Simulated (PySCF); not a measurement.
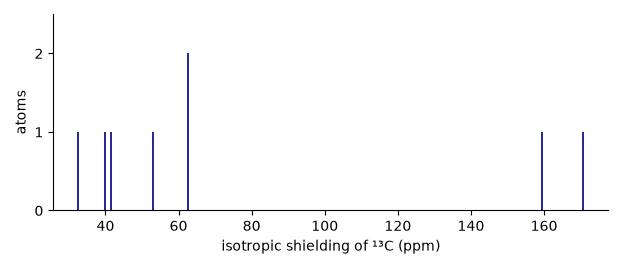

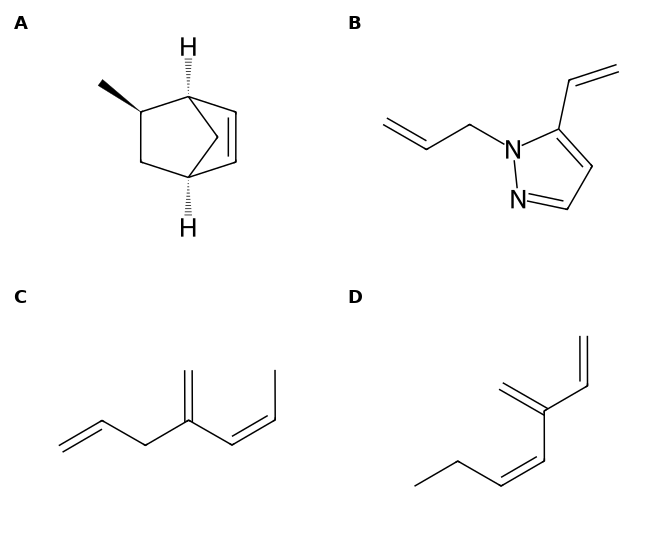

The sticks are computed shieldings of one of the molecules, for one fixed geometry (GFN2-xTB) without averaging over rotations. Low shielding means a high chemical shift. Method: GIAO PBE0/pcSseg-1 NMR shielding, non-relativistic, gas phase (PySCF 2.14.0).

**Which molecule gives this pattern?**

D, `C=CC(=C)/C=C\CC`. Its 8 C atoms give lines at 32.6, 39.7, 41.5, 53.0, 62.7 (2 atoms), 159.4, 170.7 ppm.
